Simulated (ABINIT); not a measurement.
## InF (Pm-3m): zone-centre phonons

Aim: the zone-centre modes of InF (Pm-3m).

Calculated with ABINIT 10.8.3; DFT PBEsol, scalar-relativistic, plane waves, PseudoDojo norm-conserving pseudopotentials.

The structure was built from a prototype and need not be the compound's stable phase.

### Step 1. Set-up

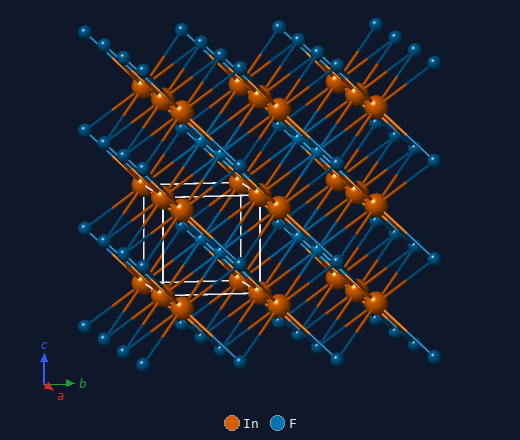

The starting structure, seen slightly off an axis (indium orange, fluorine blue). 2×2×2 cells are drawn. Some periodic images of atoms are drawn too.

### Step 2. A first look

A first run with smearing and empty bands tells whether the crystal has a gap, which decides between fixed occupations and smearing later on.

probe.abi

```
# ground state
tolvrs 1.0d-08
prtden 1
prtwf 1

# basis, mesh and filling
ecut 36.0
ngkpt 6 6 6
nshiftk 1
shiftk 0.0 0.0 0.0
istwfk *1
occopt 7
tsmear 0.005
nband 17
nstep 100
diemac 9.0
prtebands 0
prtgsr 0
useylm 1

# cell and atoms
acell 3*1.0 Angstrom
rprim 
    3.15834 0.0 0.0
    0.0 3.15834 0.0
    0.0 0.0 3.15834
ntypat 2
znucl 49 9
natom 2
typat 1 2
xred 
    0.0 0.0 0.0
    0.5 0.5 0.5
pp_dirpath "./pseudo"
pseudos "In.upf, F.upf"
```

Launch:

```console
> OMP_NUM_THREADS=1 mpirun -n 4 abinit probe.abi > probe.log
```

Numbers of over 12 decimals in the logs are rounded to 6 here.

probe.abo, the main output file:

```text
[banners, grids, parts of the stress and lines that vanish by symmetry left out]
- input  file    -> probe.abi
- output file    -> probe.abo
- root for input  files -> probei
[...]
Symmetries : space group Pm -3 m (#221); Bravais cP (primitive cubic)
[...]
mpw =        2272          nfft =       46656          nkpt =          20
[...]
== DATASET  1 ==================================================================
[...]
cutoff_energies: {ecut:  36.0, pawecutdg:  -1.0, }
[...]
ETOT  1  -90.687944082835    -9.069E+01 5.693E-01 3.079E+02
 ETOT  2  -90.693083925984    -5.140E-03 2.301E-02 5.738E+02
 ETOT  3  -90.866890197310    -1.738E-01 5.488E-03 2.319E+01
 ETOT  4  -90.872112296388    -5.222E-03 1.765E-03 5.076E-01
 ETOT  5  -90.872217606054    -1.053E-04 2.379E-03 1.097E-02
 ETOT  6  -90.872221017785    -3.412E-06 8.457E-04 1.947E-03
 ETOT  7  -90.872221402060    -3.843E-07 1.115E-03 3.285E-05
 ETOT  8  -90.872221407019    -4.959E-09 3.162E-04 1.033E-06
 ETOT  9  -90.872221407191    -1.724E-10 4.227E-04 3.494E-09
 At SCF step    9       vres2   =  3.49E-09 < tolvrs=  1.00E-08 =>converged.
[...]
sigma(1 1)= -2.17012499E-04  sigma(3 2)=  0.00000000E+00
  sigma(2 2)= -2.17012499E-04  sigma(3 1)=  0.00000000E+00
  sigma(3 3)= -2.17012499E-04  sigma(2 1)=  0.00000000E+00
[...]
convergence: {deltae: -1.724E-10, res2:  3.494E-09, residm:  4.227E-04, diffor: null, }
etotal    :  -9.08722214E+01
[...]
sigma(1 1)= -2.17012499E-04  sigma(3 2)=  0.00000000E+00
  sigma(2 2)= -2.17012499E-04  sigma(3 1)=  0.00000000E+00
  sigma(3 3)= -2.17012499E-04  sigma(2 1)=  0.00000000E+00
[...]
- sigma(1 1)= -6.38472815E+00  sigma(3 2)=  0.00000000E+00
- sigma(2 2)= -6.38472815E+00  sigma(3 1)=  0.00000000E+00
- sigma(3 3)= -6.38472815E+00  sigma(2 1)=  0.00000000E+00
[...]
fcart     -0.0000000000E+00 -0.0000000000E+00 -0.0000000000E+00
           strten     -2.1701249893E-04 -2.1701249893E-04 -2.1701249893E-04
================================================================================

[key lines of the parts left out:]
pressure_GPa:   6.3847E+00
```

Elapsed: 7.5 s, on 4 MPI ranks of Arm Neoverse V1, shared host; 30 s of CPU time.

Read from the output:

| Quantity | Value |
| --- | --- |
| volume per atom | 15.75 Å³ |
| pressure | 6.385 GPa |
| gap on the k-mesh | 0 eV |

No gap opens on this mesh, so smearing is kept; the printed pressure holds the stress of the finite basis too.

### Step 3. Rough relaxation

The typed start is rough, so a first relaxation with smearing and loose thresholds takes it towards rest cheaply.

prerelax.abi

```
# relaxation
ionmov 2
optcell 2
dilatmx 1.15
chkdilatmx 0
ntime 40
tolmxf 3.0d-04
tolvrs 1.0d-10
prtwf 0
prtden 0
chksymtnons 0

# basis, mesh and filling
ecut 36.0
ecutsm 3.0
ngkpt 6 6 6
nshiftk 1
shiftk 0.0 0.0 0.0
istwfk *1
occopt 7
tsmear 0.005
nband 17
nstep 100
diemac 1000000.0
prtebands 0
prtgsr 0
useylm 1

# cell and atoms
acell 3*1.0 Angstrom
rprim 
    3.15834 0.0 0.0
    0.0 3.15834 0.0
    0.0 0.0 3.15834
ntypat 2
znucl 49 9
natom 2
typat 1 2
xred 
    0.0 0.0 0.0
    0.5 0.5 0.5
pp_dirpath "./pseudo"
pseudos "In.upf, F.upf"
```

Launch:

```console
> OMP_NUM_THREADS=1 mpirun -n 4 abinit prerelax.abi > prerelax.log
```

prerelax.abo, the main output file:

```text
[banners, grids, parts of the stress and lines that vanish by symmetry left out]
- input  file    -> prerelax.abi
- output file    -> prerelax.abo
- root for input  files -> prerelaxi
[...]
Symmetries : space group Pm -3 m (#221); Bravais cP (primitive cubic)
[...]
mpw =        3362          nfft =       64000          nkpt =          20
[...]
== DATASET  1 ==================================================================
[...]
cutoff_energies: {ecut:  36.0, pawecutdg:  -1.0, }
[...]
ETOT  1  -90.681118848029    -9.068E+01 2.298E-01 4.269E+02
 ETOT  2  -90.716884500249    -3.577E-02 1.919E-02 6.529E+02
 ETOT  3  -90.867086362400    -1.502E-01 1.475E-02 2.957E+01
 ETOT  4  -90.871562646170    -4.476E-03 4.970E-03 1.106E+00
 ETOT  5  -90.871717286826    -1.546E-04 9.398E-04 2.644E-02
[...]
At SCF step   10       vres2   =  8.03E-13 < tolvrs=  1.00E-10 =>converged.
[...]
ETOT  9  -90.874403114953     7.674E-13 1.465E-08 2.704E-11
 At SCF step    9       vres2   =  2.70E-11 < tolvrs=  1.00E-10 =>converged.
[...]
sigma(1 1)= -2.99021971E-06  sigma(3 2)=  0.00000000E+00
  sigma(2 2)= -2.99021971E-06  sigma(3 1)=  0.00000000E+00
  sigma(3 3)= -2.99021971E-06  sigma(2 1)=  0.00000000E+00
[...]
convergence: {deltae:  7.674E-13, res2:  2.704E-11, residm:  1.465E-08, diffor: null, }
etotal    :  -9.08744031E+01
[...]
At Broyd/MD step   4, gradients are converged :
[...]
sigma(1 1)= -2.99021971E-06  sigma(3 2)=  0.00000000E+00
  sigma(2 2)= -2.99021971E-06  sigma(3 1)=  0.00000000E+00
  sigma(3 3)= -2.99021971E-06  sigma(2 1)=  0.00000000E+00
[...]
- sigma(1 1)= -8.79753011E-02  sigma(3 2)=  0.00000000E+00
- sigma(2 2)= -8.79753011E-02  sigma(3 1)=  0.00000000E+00
- sigma(3 3)= -8.79753011E-02  sigma(2 1)=  0.00000000E+00
[...]
fcart     -0.0000000000E+00 -0.0000000000E+00 -0.0000000000E+00
           strten     -2.9902197081E-06 -2.9902197081E-06 -2.9902197081E-06
================================================================================

[key lines of the parts left out:]
pressure_GPa:   8.7975E-02
Total energy (etotal) [Ha]= -9.08744031149535E+01
```

Elapsed: 35 s, on 4 MPI ranks; 2.3 min of CPU time.

Step by step:

```tsv
step	energy less that of the first step (eV)	largest force (eV/Å)	volume (Å³)
1	0.0000	0.0000	31.50
2	-0.0273	0.0000	32.20
3	-0.0715	0.0000	34.59
4	-0.0729	0.0000	35.09
```

```tsv
conventional cell, symmetrised	before	after	change
a (Å)	3.158	3.274	+3.7 %
b (Å)	3.158	3.274	+3.7 %
c (Å)	3.158	3.274	+3.7 %
volume (Å³/atom)	15.75	17.55	+11.4 %
```

Final coordinates:

```cif
data_structure
_symmetry_space_group_name_H-M 'P 1'
_symmetry_Int_Tables_number 1
_cell_length_a 3.2739
_cell_length_b 3.2739
_cell_length_c 3.2739
_cell_angle_alpha 90.000
_cell_angle_beta 90.000
_cell_angle_gamma 90.000
_cell_volume 35.09
loop_
_atom_site_label
_atom_site_type_symbol
_atom_site_fract_x
_atom_site_fract_y
_atom_site_fract_z
_atom_site_occupancy
In1 In 0.00000 0.00000 0.00000 1
F2 F 0.50000 0.50000 0.50000 1
```

This step gave:

```
volume per atom : 17.55 Å³
pressure        : 0.08798 GPa
```

The volume changes by +11.4 % in this run and stands +11.4 % from the first cell.

### Step 4. Relaxation

The harmonic expansion needs vanishing forces, and a free crystal bears no stress, so cell and atoms are brought to rest. Stress is more sensitive to the basis than forces are: the last 3 Ha under the cutoff are smoothed with ecutsm, and the cutoff is raised above that of the later runs.

relax.abi

```
# relaxation
ionmov 2
optcell 2
dilatmx 1.08
ntime 40
tolmxf 1.0d-05
tolvrs 1.0d-14
prtwf 0
prtden 0
chksymtnons 0

# basis, mesh and filling
ecut 44.0
ecutsm 3.0
ngkpt 8 8 8
nshiftk 1
shiftk 0.0 0.0 0.0
istwfk *1
occopt 7
tsmear 0.01
nband 17
nstep 100
diemac 1000000.0
prtebands 0
prtgsr 0
useylm 1

# cell and atoms
acell 3*1.0 Angstrom
rprim 
    3.273894315 0.0 0.0
    0.0 3.273894315 0.0
    0.0 0.0 3.273894315
ntypat 2
znucl 49 9
natom 2
typat 1 2
xred 
    0.0 0.0 0.0
    0.5 0.5 0.5
pp_dirpath "./pseudo"
pseudos "In.upf, F.upf"
```

Launch:

```console
> OMP_NUM_THREADS=1 mpirun -n 4 abinit relax.abi > relax.log
```

relax.abo, the main output file:

```text
[banners, grids, parts of the stress and lines that vanish by symmetry left out]
- input  file    -> relax.abi
- output file    -> relax.abo
- root for input  files -> relaxi
[...]
Symmetries : space group Pm -3 m (#221); Bravais cP (primitive cubic)
[...]
mpw =        4224          nfft =       64000          nkpt =          35
[...]
== DATASET  1 ==================================================================
[...]
cutoff_energies: {ecut:  44.0, pawecutdg:  -1.0, }
[...]
ETOT  1  -90.614569173804    -9.061E+01 4.950E-01 4.852E+02
 ETOT  2  -90.643034946695    -2.847E-02 3.346E-02 8.992E+02
 ETOT  3  -90.868555679369    -2.255E-01 2.068E-02 4.364E+01
 ETOT  4  -90.875244464724    -6.689E-03 6.288E-03 1.543E+00
 ETOT  5  -90.875467337123    -2.229E-04 1.096E-02 9.799E-02
[...]
At SCF step   13       vres2   =  5.91E-16 < tolvrs=  1.00E-14 =>converged.
[...]
sigma(1 1)=  3.68590903E-06  sigma(3 2)=  0.00000000E+00
  sigma(2 2)=  3.68590903E-06  sigma(3 1)=  0.00000000E+00
  sigma(3 3)=  3.68590903E-06  sigma(2 1)=  0.00000000E+00
[...]
convergence: {deltae:  1.947E-12, res2:  5.910E-16, residm:  2.278E-04, diffor: null, }
etotal    :  -9.08754828E+01
[...]
ETOT  1  -90.875480745112    -9.088E+01 2.647E-04 9.414E-03
[...]
At SCF step   10       vres2   =  2.53E-16 < tolvrs=  1.00E-14 =>converged.
[...]
sigma(1 1)=  3.12468175E-06  sigma(3 2)=  0.00000000E+00
  sigma(2 2)=  3.12468175E-06  sigma(3 1)=  0.00000000E+00
  sigma(3 3)=  3.12468175E-06  sigma(2 1)=  0.00000000E+00
[...]
convergence: {deltae:  5.116E-13, res2:  2.527E-16, residm:  1.735E-04, diffor: null, }
etotal    :  -9.08754831E+01
[...]
ETOT  1  -90.875412988537    -9.088E+01 1.332E-04 2.891E-01
[...]
ETOT  9  -90.875483736404     7.816E-13 1.004E-04 5.375E-13
 ETOT 10  -90.875483736408    -4.135E-12 3.514E-05 8.404E-15
 At SCF step   10       vres2   =  8.40E-15 < tolvrs=  1.00E-14 =>converged.
[...]
sigma(1 1)= -1.22599159E-08  sigma(3 2)=  0.00000000E+00
  sigma(2 2)= -1.22599159E-08  sigma(3 1)=  0.00000000E+00
  sigma(3 3)= -1.22599159E-08  sigma(2 1)=  0.00000000E+00
[...]
convergence: {deltae: -4.135E-12, res2:  8.404E-15, residm:  3.514E-05, diffor: null, }
etotal    :  -9.08754837E+01
[...]
At Broyd/MD step   3, gradients are converged :
[...]
sigma(1 1)= -1.22599159E-08  sigma(3 2)=  0.00000000E+00
  sigma(2 2)= -1.22599159E-08  sigma(3 1)=  0.00000000E+00
  sigma(3 3)= -1.22599159E-08  sigma(2 1)=  0.00000000E+00
[...]
- sigma(1 1)= -3.60699180E-04  sigma(3 2)=  0.00000000E+00
- sigma(2 2)= -3.60699180E-04  sigma(3 1)=  0.00000000E+00
- sigma(3 3)= -3.60699179E-04  sigma(2 1)=  0.00000000E+00
[...]
fcart     -0.0000000000E+00 -0.0000000000E+00 -0.0000000000E+00
           strten     -1.2259915931E-08 -1.2259915937E-08 -1.2259915912E-08
================================================================================

[key lines of the parts left out:]
pressure_GPa:   3.6070E-04
Total energy (etotal) [Ha]= -9.08754837364077E+01
```

The job ended after 59 s (4 MPI ranks).

Little changed from the start: no atom moved by 0.005 Å and no cell edge by 0.1 %.

Numbers from this step:

```yaml
volume_per_atom: 17.51 Å³
pressure: 3.61e-4 GPa
```

The volume changes by -0.2 % in this run and stands +11.1 % from the first cell.

### Step 5. Ground state

The response is built on these wavefunctions, so the potential is converged far more tightly than an energy would need. Smearing stays on, as the first look found no gap above 0.3 eV.

gs.abi

```
# ground state
tolvrs 1.0d-16
prtden 1
prtwf 1

# basis, mesh and filling
ecut 36.0
ngkpt 8 8 8
nshiftk 1
shiftk 0.0 0.0 0.0
istwfk *1
occopt 7
tsmear 0.01
nband 17
nstep 100
diemac 1000000.0
prtebands 0
prtgsr 0
useylm 1

# cell and atoms
acell 3*1.0 Angstrom
rprim 
    3.271521113 0.0 0.0
    0.0 3.271521113 0.0
    0.0 0.0 3.271521113
ntypat 2
znucl 49 9
natom 2
typat 1 2
xred 
    0.0 0.0 0.0
    0.5 0.5 0.5
pp_dirpath "./pseudo"
pseudos "In.upf, F.upf"
```

Launch:

```console
> OMP_NUM_THREADS=1 mpirun -n 4 abinit gs.abi > gs.log
```

gs.abo, the main output file:

```text
[banners, grids, parts of the stress and lines that vanish by symmetry left out]
- input  file    -> gs.abi
- output file    -> gs.abo
- root for input  files -> gsi
[...]
Symmetries : space group Pm -3 m (#221); Bravais cP (primitive cubic)
[...]
mpw =        2469          nfft =       46656          nkpt =          35
[...]
== DATASET  1 ==================================================================
[...]
cutoff_energies: {ecut:  36.0, pawecutdg:  -1.0, }
[...]
ETOT  1  -90.661941302716    -9.066E+01 4.992E-01 3.309E+02
 ETOT  2  -90.682577066424    -2.064E-02 1.908E-02 5.407E+02
 ETOT  3  -90.867443892022    -1.849E-01 2.626E-02 3.340E+01
 ETOT  4  -90.874827083539    -7.383E-03 3.017E-03 1.126E+00
 ETOT  5  -90.875056814843    -2.297E-04 4.457E-03 7.567E-02
[...]
ETOT 14  -90.875076325798     1.009E-12 6.798E-05 2.779E-16
 ETOT 15  -90.875076325800    -2.217E-12 7.171E-05 9.442E-18
 At SCF step   15       vres2   =  9.44E-18 < tolvrs=  1.00E-16 =>converged.
[...]
sigma(1 1)=  2.41229762E-05  sigma(3 2)=  0.00000000E+00
  sigma(2 2)=  2.41229762E-05  sigma(3 1)=  0.00000000E+00
  sigma(3 3)=  2.41229762E-05  sigma(2 1)=  0.00000000E+00
[...]
convergence: {deltae: -2.217E-12, res2:  9.442E-18, residm:  7.171E-05, diffor: null, }
etotal    :  -9.08750763E+01
[...]
sigma(1 1)=  2.41229762E-05  sigma(3 2)=  0.00000000E+00
  sigma(2 2)=  2.41229762E-05  sigma(3 1)=  0.00000000E+00
  sigma(3 3)=  2.41229762E-05  sigma(2 1)=  0.00000000E+00
[...]
- sigma(1 1)=  7.09722462E-01  sigma(3 2)=  0.00000000E+00
- sigma(2 2)=  7.09722462E-01  sigma(3 1)=  0.00000000E+00
- sigma(3 3)=  7.09722462E-01  sigma(2 1)=  0.00000000E+00
[...]
fcart     -0.0000000000E+00 -0.0000000000E+00 -0.0000000000E+00
           strten      2.4122976184E-05  2.4122976184E-05  2.4122976184E-05
================================================================================

[key lines of the parts left out:]
pressure_GPa:  -7.0972E-01
```

It took 17 s on 4 MPI ranks.

This step gave:

```
pressure : -0.7097 GPa
```

The cell stands at -0.71 GPa: the relaxation ran with a smoothed and higher cutoff, and the difference is a stress of the finite basis.

### Step 6. Modes with the sum rule

anaddb reads the merged derivatives and imposes the acoustic sum rule.

anaddb.abi

```
ddb_filepath "gamma_DDB"
output_file "anaddb.abo"
outdata_prefix "anaddb"
asr 1
chneut 1
enunit 2
eivec 1
nph1l 1
qph1l 0.0 0.0 0.0 1.0
```

mrgddb.in

```
gamma_DDB
merged
2
dfpt_gammao_DDB
gso_DDB
```

Launch:

```console
> mrgddb < mrgddb.in > mrgddb.log
> OMP_NUM_THREADS=1 anaddb anaddb.abi > anaddb.log
```

anaddb.abo, the main output file:

```text
-outvars_anaddb: echo values of input variables ----------------------

 Miscellaneous information :
      enunit         2
       eivec         1
         asr         1
 First list of wavevector (reduced coord.) :
       nph1l         1
       qph1l
                     0.00000000E+00  0.00000000E+00  0.00000000E+00    1.000E+00

================================================================================

 read the DDB information and perform some checks

  ==== Info on the Cryst% object ====
 Real(R)+Recip(G) space primitive vectors, cartesian coordinates (Bohr,Bohr^-1):
 R(1)=  6.1822789  0.0000000  0.0000000  G(1)=  0.1617527  0.0000000  0.0000000
 R(2)=  0.0000000  6.1822789  0.0000000  G(2)=  0.0000000  0.1617527  0.0000000
 R(3)=  0.0000000  0.0000000  6.1822789  G(3)=  0.0000000  0.0000000  0.1617527
 Unit cell volume ucvol=  2.3629024E+02 bohr^3
 Angles (23,13,12)=  9.00000000E+01  9.00000000E+01  9.00000000E+01 degrees
 Time-reversal symmetry is present
 Reduced atomic positions [iatom, xred, symbol]:
    1)    0.0000000  0.0000000  0.0000000  In
    2)    0.5000000  0.5000000  0.5000000   F

 DDB file with 3 blocks has been read.

================================================================================

 Treat the first list of vectors

  Phonon wavevector (reduced coordinates) :  0.00000  0.00000  0.00000
 Phonon energies in Hartree :
  -5.159694E-04 -5.159694E-04 -5.159694E-04  0.000000E+00  0.000000E+00
   0.000000E+00
 Phonon energies in meV     :
- -1.404024E+01 -1.404024E+01 -1.404024E+01  0.000000E+00  0.000000E+00
-  0.000000E+00
 Phonon frequencies in cm-1    :
- -1.132422E+02 -1.132422E+02 -1.132422E+02  0.000000E+00  0.000000E+00
-  0.000000E+00
 Phonon frequencies in Thz     :
- -3.394915E+00 -3.394915E+00 -3.394915E+00  0.000000E+00  0.000000E+00
-  0.000000E+00
 Phonon energies in Kelvin  :
- -1.629302E+02 -1.629302E+02 -1.629302E+02  0.000000E+00  0.000000E+00
-  0.000000E+00

 Eigendisplacements
 (will be given, for each mode : in cartesian coordinates
   for each atom the real part of the displacement vector,
   then the imaginary part of the displacement vector - absolute values smaller than 1.0d-7 are set to zero)
  Mode number    1   Energy   -5.159694E-04
 Attention : low frequency mode.
   (Could be unstable or acoustic mode)
-  1  0.00000000E+00  0.00000000E+00  8.23591902E-04
-     0.00000000E+00  0.00000000E+00  0.00000000E+00
-  2  0.00000000E+00  0.00000000E+00 -4.97751073E-03
-     0.00000000E+00  0.00000000E+00  0.00000000E+00
  Mode number    2   Energy   -5.159694E-04
 Attention : low frequency mode.
   (Could be unstable or acoustic mode)
-  1  0.00000000E+00 -8.23591902E-04  0.00000000E+00
-     0.00000000E+00  0.00000000E+00  0.00000000E+00
-  2  0.00000000E+00  4.97751073E-03  0.00000000E+00
-     0.00000000E+00  0.00000000E+00  0.00000000E+00
  Mode number    3   Energy   -5.159694E-04
 Attention : low frequency mode.
   (Could be unstable or acoustic mode)
-  1  8.23591902E-04  0.00000000E+00  0.00000000E+00
-     0.00000000E+00  0.00000000E+00  0.00000000E+00
-  2 -4.97751073E-03  0.00000000E+00  0.00000000E+00
-     0.00000000E+00  0.00000000E+00  0.00000000E+00
  Mode number    4   Energy    0.000000E+00
 Attention : low frequency mode.
   (Could be unstable or acoustic mode)
-  1  0.00000000E+00  0.00000000E+00  2.02470607E-03
-     0.00000000E+00  0.00000000E+00  0.00000000E+00
-  2  0.00000000E+00  0.00000000E+00  2.02470749E-03
-     0.00000000E+00  0.00000000E+00  0.00000000E+00
  Mode number    5   Energy    0.000000E+00
 Attention : low frequency mode.
   (Could be unstable or acoustic mode)
-  1  0.00000000E+00 -2.02470607E-03  0.00000000E+00
-     0.00000000E+00  0.00000000E+00  0.00000000E+00
-  2  0.00000000E+00 -2.02470749E-03  0.00000000E+00
-     0.00000000E+00  0.00000000E+00  0.00000000E+00
  Mode number    6   Energy    0.000000E+00
 Attention : low frequency mode.
   (Could be unstable or acoustic mode)
-  1  2.02470607E-03  0.00000000E+00  0.00000000E+00
-     0.00000000E+00  0.00000000E+00  0.00000000E+00
-  2  2.02470749E-03  0.00000000E+00  0.00000000E+00
-     0.00000000E+00  0.00000000E+00  0.00000000E+00

 Analysis of degeneracies and characters (maximum tolerance=1.00E-06 a.u.)
 For each vibration mode, or group of modes if degenerate,
 the characters are given for each symmetry operation (see the list in the log file).
 Symmetry characters of vibration mode #   1
       degenerate with vibration modes #   2 to    3
  3.0 -3.0 -1.0  1.0 -1.0  1.0 -1.0  1.0  1.0 -1.0 -1.0  1.0  1.0 -1.0 -1.0  1.0
  0.0 -0.0  0.0 -0.0 -0.0  0.0 -0.0  0.0  1.0 -1.0 -1.0  1.0 -1.0  1.0  1.0 -1.0
  0.0 -0.0 -0.0  0.0 -0.0  0.0  0.0 -0.0  1.0 -1.0  1.0 -1.0 -1.0  1.0 -1.0  1.0
 Symmetry characters of vibration mode #   4
       degenerate with vibration modes #   5 to    6
  3.0 -3.0 -1.0  1.0 -1.0  1.0 -1.0  1.0  1.0 -1.0 -1.0  1.0  1.0 -1.0 -1.0  1.0
 -0.0  0.0 -0.0  0.0  0.0 -0.0  0.0 -0.0  1.0 -1.0 -1.0  1.0 -1.0  1.0  1.0 -1.0
 -0.0  0.0  0.0 -0.0  0.0 -0.0 -0.0  0.0  1.0 -1.0  1.0 -1.0 -1.0  1.0 -1.0  1.0
-
```

It took 0.5 s on 1 thread.

Numbers from this step:

* highest optical zone-centre mode (no LO-TO term): -113.2 cm⁻¹
* lowest optical zone-centre mode: -113.2 cm⁻¹

No LO-TO term; unit eigenvectors of the mass-weighted matrix, from anaddb's displacements. The modes at Γ (shares of kinetic energy by element, %) (negative means imaginary):

```tsv
mode	frequency (cm⁻¹)	symmetry	In %	F %
1	-113.2	T1u	14	86
2	-113.2	T1u	14	86
3	-113.2	T1u	14	86
4	0.0	acoustic	86	14
5	0.0	acoustic	86	14
6	0.0	acoustic	86	14
```

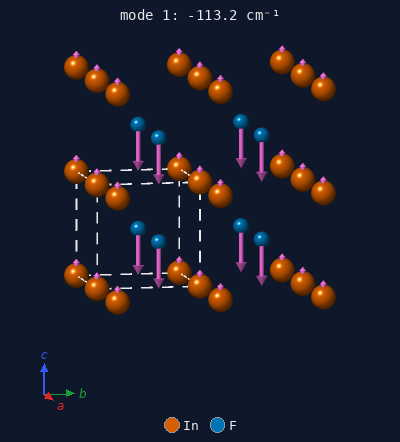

Displacement patterns of mode 1 at Γ; arrows are exaggerated. 2×2×2 cells are drawn. Some periodic images of atoms are drawn too.

(Continued in part 2 of 3.)

[Host names and launcher messages were left out of these logs when they were recorded.]

[Logs are printed without paths, hosts, clocks, repeated set-up lines and the standing remarks that a program may print on its own settings, such as how far it seeks lower states.]

[Hosts, paths, dates, database ids (printed as entryN), source tags and the programs' standing remarks are cut or masked in the printed files.]
